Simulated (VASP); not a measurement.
# Driving VASP from ASE on MgB2

Do ASE scripts that read MgB2 from different structure formats give one answer, and do several routes find one equilibrium volume? All runs use PBE. Left out of this account: 1 further run (fields: a reference on another mesh). The start is a cell from a database of measured crystal structures.

Method: PBE; plane waves and PAW (Mg, B), in VASP 6.6.1.

**1. The structure**

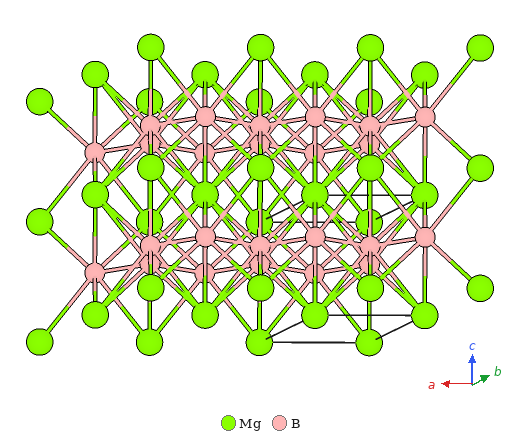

The cell as given, from a free direction (magnesium green, boron pink). 3×2×2 cells are drawn. Some periodic images of atoms are drawn too.

As a file:

```
Mg B
1.0
     3.08500    0.00000    0.00000
    -1.54250    2.67169    0.00000
     0.00000    0.00000    3.52300
Mg B
1 2
Direct
  0.00000 0.00000 0.00000
  0.33333 0.66667 0.50000
  0.66667 0.33333 0.50000
```

**2. Self-consistent run (PBE, through ASE)**

A single point through ASE, with the structure read from an extended xyz file.

run.py reads:

```python
import numpy as np
from ase.calculators.vasp import Vasp
from ase.io import read
from ase.dft.bandgap import bandgap

atoms = read('MgB2.xyz')

calc = Vasp(
    xc='pbe',
    pp='PBE',
    prec='Accurate',
    encut=420,
    ediff=1e-06,
    nelm=100,
    ismear=-1,
    sigma=0.05,
    lreal=False,
    algo='Normal',
    nbands=10,
    lorbit=11,
    lwave=False,
    lcharg=False,
    kpar=4,
    isif=2,
    pp_version='64',
    setups={'Mg': '', 'B': ''},
    kpts=(11, 11, 9),
    gamma=True,
    txt='vasp.out',
)
atoms.calc = calc

print("energy (eV):", round(atoms.get_potential_energy(), 6))
print("Fermi level (eV):", round(calc.get_fermi_level(), 4))
print("forces (eV/A):")
print(np.round(atoms.get_forces(), 4))
print("stress (GPa, Voigt, tension positive):", np.round(atoms.get_stress() * 160.21766, 3))
gap, p1, p2 = bandgap(calc, direct=False)
print("gap on the mesh (eV):", round(gap, 4))
```

MgB2.xyz reads:

```xyz
3
Lattice="3.0850000000 0.0000000000 0.0000000000 -1.5425000000 2.6716883707 0.0000000000 0.0000000000 0.0000000000 3.5230000000" Properties=species:S:1:pos:R:3 pbc="T T T"
Mg     0.0000000000      0.0000000000      0.0000000000
B     -0.0000000002      1.7811255806      1.7615000000
B      1.5425000002      0.8905627901      1.7615000000
```

PAW data sets: Mg and B (PBE family, release 64).

Run with:

```sh
$ export ASE_VASP_COMMAND="mpirun -np 4 vasp_std"
$ python run.py
```

Log:

```text
energy (eV): -15.318888
Fermi level (eV): 5.1594
forces (eV/A):
[[ 0.  0.  0.]
 [-0.  0.  0.]
 [ 0.  0.  0.]]
stress (GPa, Voigt, tension positive): [ 2.081  2.081 -0.245  0.     0.     0.   ]
gap on the mesh (eV): 0.0
```

The job ended after 3.2 s (4 MPI ranks of Intel Xeon 6975P-C (Granite Rapids), shared host; peak memory 0.54 GiB).

Lines that name or quote the potential files are left out of all logs, and their timing lines are given in words.

The INCAR that ASE wrote:

```
ENCUT = 420.000000
SIGMA = 0.050000
EDIFF = 1.00e-06
ALGO = Normal
GGA = PE
PREC = Accurate
ISIF = 2
ISMEAR = -1
KPAR = 4
LORBIT = 11
NBANDS = 10
NELM = 100
LCHARG = .FALSE.
LWAVE = .FALSE.
LREAL = .FALSE.
```

The KPOINTS that ASE wrote:

```
KPOINTS created by Atomic Simulation Environment
0
Gamma
11 11 9
0 0 0
```

VASP's own log, vasp.out:

```text
[banner, memory and clock lines left out]
running    4 mpi-ranks, on    1 nodes
 distrk:  each k-point on    1 cores,    4 groups
 distr:  one band on    1 cores,    1 groups

 POSCAR found type information on POSCAR MgB
 POSCAR found :  2 types and       3 ions
 LDA part: xc-table for (Slater+PW92), standard interpolation
 POSCAR, INCAR and KPOINTS ok, starting setup
 FFT: planning ... GRIDC
 FFT: planning ... GRID_SOFT
 FFT: planning ... GRID
 WAVECAR not read
 entering main loop
       N       E                     dE             d eps       ncg     rms          rms(c)
DAV:   1     0.296834429432E+00    0.29683E+00   -0.33808E+03  1728   0.559E+02
DAV:   2    -0.166177207528E+02   -0.16915E+02   -0.15906E+02  2290   0.938E+01
DAV:   3    -0.169954798364E+02   -0.37776E+00   -0.37637E+00  2088   0.124E+01
DAV:   4    -0.169964926554E+02   -0.10128E-02   -0.10127E-02  2030   0.646E-01
DAV:   5    -0.169964951333E+02   -0.24779E-05   -0.24774E-05  1980   0.322E-02    0.522E+00
DAV:   6    -0.155696239749E+02    0.14269E+01   -0.19306E+00  1788   0.675E+00    0.249E+00
DAV:   7    -0.153296820253E+02    0.23994E+00   -0.10425E+00  1862   0.492E+00    0.777E-01
DAV:   8    -0.153349890186E+02   -0.53070E-02   -0.14528E-01  1752   0.206E+00    0.474E-01
DAV:   9    -0.153221269481E+02    0.12862E-01   -0.32456E-02  1748   0.866E-01    0.666E-02
DAV:  10    -0.153220664306E+02    0.60517E-04   -0.14846E-03  2068   0.234E-01    0.263E-02
DAV:  11    -0.153220623382E+02    0.40924E-05   -0.11578E-04  1838   0.614E-02    0.845E-03
DAV:  12    -0.153220574952E+02    0.48430E-05   -0.20568E-05  1796   0.222E-02    0.159E-03
DAV:  13    -0.153220574937E+02    0.14797E-08   -0.28027E-07  1100   0.409E-03
   1 F= -.15322057E+02 E0= -.15318888E+02  d E =-.633835E-02
```

OUTCAR, selected parts (step 2):

```text
ion  position               nearest neighbor table
   1  0.000  0.000  0.000-   2 2.51   3 2.51   2 2.51   3 2.51   3 2.51   3 2.51   2 2.51   2 2.51
                             3 2.51   3 2.51   2 2.51   2 2.51
   2  0.333  0.667  0.500-   3 1.78   3 1.78   3 1.78   1 2.51   1 2.51   1 2.51   1 2.51   1 2.51
                             1 2.51
   3  0.667  0.333  0.500-   2 1.78   2 1.78   2 1.78   1 2.51   1 2.51   1 2.51   1 2.51   1 2.51
                             1 2.51

  LATTYP: Found a hexagonal cell.
 ALAT       =     3.0850000000
 C/A-ratio  =     1.1419773096

 Subroutine GETGRP returns: Found 24 space group operations
 (whereof 24 operations were pure point group operations)

The static configuration has the point symmetry D_6h.

 Found     80 irreducible k-points:

   k-points           NKPTS =     80   k-points in BZ     NKDIM =     80   number of bands    NBANDS=     10

   dimension x,y,z NGX =    24 NGY =   24 NGZ =   24
   dimension x,y,z NGXF=    48 NGYF=   48 NGZF=   48

   ENCUT  =  420.0 eV  30.87 Ry    5.56 a.u.   5.16  5.16  5.89*2*pi/ulx,y,z

   NELECT =       8.0000    total number of electrons

 k-points in reciprocal lattice and weights: KPOINTS created by Atomic Simulation Env
   0.00000000  0.00000000  0.00000000       0.001
   0.09090909  0.00000000  0.00000000       0.006
   0.18181818  0.00000000  0.00000000       0.006
   0.27272727  0.00000000  0.00000000       0.006
   0.36363636  0.00000000  0.00000000       0.006
   0.45454545  0.00000000  0.00000000       0.006
   0.09090909  0.09090909  0.00000000       0.006
   0.18181818  0.09090909  0.00000000       0.011
   0.27272727  0.09090909  0.00000000       0.011
[...]
0.27272727  0.27272727  0.44444444       0.011
   0.36363636  0.27272727  0.44444444       0.011

 average (electrostatic) potential at core
       1 -35.7756       2 -26.2376       3 -26.2376

 E-fermi :   5.1594

 k-point     1 :       0.0000    0.0000    0.0000
  band No.  band energies     occupation
      1      -7.1639      2.00000
      2       2.3184      2.00000
      3       5.6028      0.00028
      4       5.6028      0.00028
      5       6.9230      0.00000
      6      11.5463      0.00000
      7      11.5463      0.00000
    ...

 k-point     2 :       0.0909    0.0000    0.0000
  band No.  band energies     occupation
      1      -7.0206      2.00000
      2       2.4583      2.00000
      3       4.8852      1.99173
      4       5.2709      0.19422
      5       7.0520      0.00000
      6      11.4346      0.00000
      7      12.1677      0.00000
      8      13.6529      0.00000
    ...

 k-point     3 :       0.1818    0.0000    0.0000
  band No.  band energies     occupation
      1      -6.5926      2.00000
      2       2.8743      2.00000
      3       3.2634      2.00000
      4       4.5720      1.99998
      5       7.4457      0.00000
      6      10.9747      0.00000
      7      13.3443      0.00000
      8      13.7191      0.00000
      9      14.3639      0.00000
    ...

  Total       -0.3772181     -0.3772181      0.0443516      0.0000000     -0.0000000     -0.0000000
  in kB      -20.8137081    -20.8137081      2.4471824      0.0000000     -0.0000000     -0.0000000
  external PRESSURE =     -13.0600779 kB  Pullay stress =       0.0000000 kB

  energy-cutoff  :      420.00
  volume of cell :       29.04
      direct lattice vectors                 reciprocal lattice vectors
     3.085000000  0.000000000  0.000000000     0.324149109  0.187147575  0.000000000
    -1.542500000  2.671688371  0.000000000     0.000000000  0.374295150  0.000000000
     0.000000000  0.000000000  3.523000000     0.000000000  0.000000000  0.283848992

 POSITION                                       TOTAL-FORCE (eV/Angst)
 -----------------------------------------------------------------------------------
      0.00000      0.00000      0.00000         0.000000      0.000000      0.000000
     -0.00000      1.78113      1.76150        -0.000000      0.000000      0.000000
      1.54250      0.89056      1.76150         0.000000      0.000000      0.000000
 -----------------------------------------------------------------------------------
    total drift:                                0.000000     -0.000000     -0.000000

  FREE ENERGIE OF THE ION-ELECTRON SYSTEM (eV)
  ---------------------------------------------------
  free  energy   TOTEN  =       -15.3220574937 eV

  energy  without entropy=      -15.3157191409  energy(sigma->0) =      -15.31888832

 total charge
# of ion       s       p       d       tot
------------------------------------------
    1        0.159   0.176   0.057   0.391
    2        0.687   1.226   0.000   1.913
    3        0.687   1.226   0.000   1.913
--------------------------------------------------
tot          1.533   2.628   0.057   4.218

[... 3 further parts left out ...]
```

Numbers from this step:

| Item | Value |
| --- | --- |
| SCF cycles | 13 |
| electrons | 8 |
| bands | 10 |
| irreducible k-points | 80 |
| symmetry operations | 24 |
| free energy (TOTEN) | -15.32 eV |
| energy at zero smearing | -15.32 eV |
| Fermi energy | 5.159 eV |
| pressure | -1.306 GPa |
| metallic | yes |

The pressure is -1.31 GPa and the largest force 0.000 eV/Å, so the cell is not at a minimum at these settings.

**3. Self-consistent run (PBE, through ASE), try 2**

The single point through ASE, with the structure read from a CIF with its space group. The mesh changes to 8×8×6, so this is no clean test of the format.

Changes to run.py since step 2:

```diff
@@ -5,3 +5,3 @@
 
-atoms = read('MgB2.xyz')
+atoms = read('MgB2.cif')
 
@@ -26,3 +26,3 @@
     setups={'Mg': '', 'B': ''},
-    kpts=(11, 11, 9),
+    kpts=(8, 8, 6),
     gamma=True,
```

MgB2.cif reads:

```cif
data_MgB2
_cell_length_a 3.08500000
_cell_length_b 3.08500000
_cell_length_c 3.52300000
_cell_angle_alpha 90.00000000
_cell_angle_beta 90.00000000
_cell_angle_gamma 120.00000000
_space_group_name_H-M_alt 'P6/mmm'
_space_group_name_Hall '-P 6 2'
_space_group_IT_number 191
loop_
_space_group_symop_operation_xyz
'x,y,z'
'-x,-y,-z'
'x-y,x,z'
'-x+y,-x,-z'
'-y,x-y,z'
'y,-x+y,-z'
'-x,-y,z'
'x,y,-z'
'-x+y,-x,z'
'x-y,x,-z'
'y,-x+y,z'
'-y,x-y,-z'
'-y,-x,-z'
'y,x,z'
'-x,-x+y,-z'
'x,x-y,z'
'-x+y,y,-z'
'x-y,-y,z'
'y,x,-z'
'-y,-x,z'
'x,x-y,-z'
'-x,-x+y,z'
'x-y,-y,-z'
'-x+y,y,z'
loop_
_atom_site_label
_atom_site_type_symbol
_atom_site_symmetry_multiplicity
_atom_site_Wyckoff_symbol
_atom_site_fract_x
_atom_site_fract_y
_atom_site_fract_z
_atom_site_occupancy
Mg1 Mg 1 a 0.0000000000 0.0000000000 0.0000000000 1
B1 B 2 d 0.3333333333 0.6666666667 0.5000000000 1
```

Log:

```text
energy (eV): -15.309226
Fermi level (eV): 5.2617
forces (eV/A):
[[ 0.  0.  0.]
 [ 0.  0. -0.]
 [-0.  0.  0.]]
stress (GPa, Voigt, tension positive): [ 0.827  0.827  1.605  0.    -0.     0.   ]
gap on the mesh (eV): 0.0
```

Wall time 2.4 s (4 MPI ranks); peak memory 0.5 GiB; 5.3 s of CPU time.

ASE turned this into the INCAR:

```
ENCUT = 420.000000
SIGMA = 0.050000
EDIFF = 1.00e-06
ALGO = Normal
GGA = PE
PREC = Accurate
ISIF = 2
ISMEAR = -1
KPAR = 4
LORBIT = 11
NBANDS = 10
NELM = 100
LCHARG = .FALSE.
LWAVE = .FALSE.
LREAL = .FALSE.
```

The KPOINTS that ASE wrote:

```
KPOINTS created by Atomic Simulation Environment
0
Gamma
8 8 6
0 0 0
```

vasp.out:

```text
[... set-up lines as in an earlier step ...]
 entering main loop
       N       E                     dE             d eps       ncg     rms          rms(c)
DAV:   1    -0.689866524589E+00   -0.68987E+00   -0.34624E+03   880   0.561E+02
DAV:   2    -0.166388942958E+02   -0.15949E+02   -0.15281E+02  1048   0.950E+01
DAV:   3    -0.169900114884E+02   -0.35112E+00   -0.34932E+00  1054   0.120E+01
DAV:   4    -0.169907718930E+02   -0.76040E-03   -0.76033E-03   996   0.590E-01
DAV:   5    -0.169907746730E+02   -0.27800E-05   -0.27800E-05  1034   0.339E-02    0.522E+00
DAV:   6    -0.155742208592E+02    0.14166E+01   -0.19369E+00   886   0.673E+00    0.249E+00
DAV:   7    -0.153190602821E+02    0.25516E+00   -0.10187E+00   892   0.486E+00    0.755E-01
DAV:   8    -0.153231430211E+02   -0.40827E-02   -0.94700E-02   870   0.174E+00    0.425E-01
DAV:   9    -0.153143316025E+02    0.88114E-02   -0.21514E-02   880   0.707E-01    0.595E-02
DAV:  10    -0.153143105784E+02    0.21024E-04   -0.77262E-04  1004   0.176E-01    0.225E-02
DAV:  11    -0.153143108485E+02   -0.27013E-06   -0.40638E-05   912   0.392E-02    0.678E-03
DAV:  12    -0.153143082515E+02    0.25970E-05   -0.11364E-05   896   0.164E-02    0.172E-03
DAV:  13    -0.153143081927E+02    0.58762E-07   -0.28890E-07   540   0.354E-03
   1 F= -.15314308E+02 E0= -.15309226E+02  d E =-.101637E-01
```

From OUTCAR (step 3):

```text
The static configuration has the point symmetry D_6h.

 Found     40 irreducible k-points:

   k-points           NKPTS =     40   k-points in BZ     NKDIM =     40   number of bands    NBANDS=     10

   NELECT =       8.0000    total number of electrons

 E-fermi :   5.2617

 k-point     1 :       0.0000    0.0000    0.0000
  band No.  band energies     occupation
      1      -7.1528      2.00000
      2       2.3243      2.00000
      3       5.6243      0.00142
      4       5.6243      0.00142
      5       6.9173      0.00000
      6      11.5621      0.00000
      7      11.5621      0.00000
    ...

 k-point     2 :       0.1250    0.0000    0.0000
  band No.  band energies     occupation
      1      -6.8820      2.00000
      2       2.5883      2.00000
      3       4.3578      2.00000
      4       5.0475      1.97281
      5       7.1641      0.00000
      6      11.3067      0.00000
      7      12.6841      0.00000
      8      13.9302      0.00000
      9      14.2562      0.00000
    ...

  Total       -0.1498364     -0.1498364     -0.2909639      0.0000000      0.0000000      0.0000000
  in kB       -8.2675043     -8.2675043    -16.0544736      0.0000000      0.0000000      0.0000000
  external PRESSURE =     -10.8631608 kB  Pullay stress =       0.0000000 kB

 POSITION                                       TOTAL-FORCE (eV/Angst)
 -----------------------------------------------------------------------------------
      0.00000      0.00000      0.00000         0.000000      0.000000      0.000000
     -0.00000      1.78113      1.76150         0.000000      0.000000     -0.000000
      1.54250      0.89056      1.76150        -0.000000      0.000000      0.000000
 -----------------------------------------------------------------------------------
    total drift:                                0.000000     -0.000000      0.000000

  FREE ENERGIE OF THE ION-ELECTRON SYSTEM (eV)
  ---------------------------------------------------
  free  energy   TOTEN  =       -15.3143081927 eV

  energy  without entropy=      -15.3041444660  energy(sigma->0) =      -15.30922633

 total charge
# of ion       s       p       d       tot
------------------------------------------
    1        0.158   0.176   0.056   0.390
    2        0.688   1.228   0.000   1.915
    3        0.688   1.228   0.000   1.915
--------------------------------------------------
tot          1.533   2.632   0.056   4.221

[... 6 parts as in an earlier step ...]

[... 6 further parts left out ...]
```

The k-mesh is coarse for a metal.

This step gave:

- irreducible k-points: 40
- free energy (TOTEN): -15.31 eV
- energy at zero smearing: -15.31 eV
- Fermi energy: 5.262 eV
- pressure: -1.086 GPa

The energy lies +3.22 meV an atom from the first script, on another mesh.

[end of part 1 of 3]

[Lines on the potential files, build, host, timing and source positions are cut from VASP's logs without a mark.]

[Logs are printed without paths, hosts, clocks, repeated set-up lines and the standing remarks that a program may print on its own settings, such as how far it seeks lower states.]

[Hosts, paths, dates, database ids (printed as entryN), source tags and the programs' standing remarks are cut or masked in the printed files.]

[A measured line is paired with the nearest computed mode of its activity, which favours agreement.]
